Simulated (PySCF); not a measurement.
SMILES [CH2]C(COC)OC(C)=O (C6H11O3), doublet at its GFN2-xTB optimised geometry (Å):

```
20

C     -2.0257    -1.3015     0.0000
C     -0.5594    -1.3015     0.0000
C      0.0292    -1.8871    -1.3103
O     -0.4647    -1.1562    -2.4019
C      0.0802    -1.5753    -3.6258
O     -0.0945     0.0325     0.1946
C      1.1500     0.1914     0.6489
C      1.4771     1.6518     0.8122
O      1.8938    -0.7194     0.9088
H     -2.5482    -2.2201    -0.1707
H     -2.5538    -0.3715     0.0000
H     -0.1457    -1.9330     0.8095
H      1.1271    -1.8287    -1.2649
H     -0.2616    -2.9462    -1.3838
H      1.1714    -1.4596    -3.6375
H     -0.3611    -0.9435    -4.3935
H     -0.1631    -2.6256    -3.8306
H      1.0496     2.2201    -0.0082
H      1.0370     2.0049     1.7428
H      2.5538     1.7842     0.8563
```

Level of theory: unrestricted B3LYP/def2-SVP (PySCF 2.14.0).

Map of the log10 of the electron density (e/bohr³), floored at −4 on the plane z = 1.5 Å:

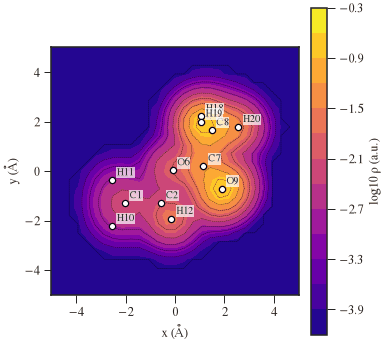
Fig. 1. Log10 of the electron density (e/bohr³), floored at −4 on the plane z = 1.5 Å.
